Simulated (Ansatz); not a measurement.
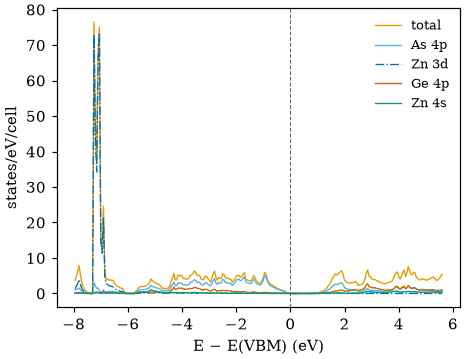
*Total and projected density of states of ZnGeAs2 (chalcopyrite, I-42d), r²SCAN (plane waves, PAW; program Ansatz)*

### Question
Which orbitals carry the states next to the gap?

### Answer
Top 1 eV of the valence band: As 4p 84 %, Ge 4p 6 %. Bottom 1 eV of the conduction band: As 4p 47 %, Ge 4s 22 %, Ge 4p 11 %, As 4s 8 %, outside the projected shells 8 %. Projections are on Löwdin-orthogonalised atomic valence shells; empty p or d shells of many metals are not among them.

### Question
Where is the tallest occupied peak in this window, and what makes it?

### Answer
Near -7.2 eV, about 77 states/eV per cell; the largest projected share is Zn 3d.

The workflow started from an entry of the Crystallography Open Database (COD). Its standing as an ambient phase is unchecked. The cell was relaxed with r²SCAN under the symmetry of its start; its stability against distortions is not shown here. Scalar-relativistic: spin–orbit coupling is off unless named, which matters more the heavier the elements.

Potentials: the later of the program's two PAW sets.
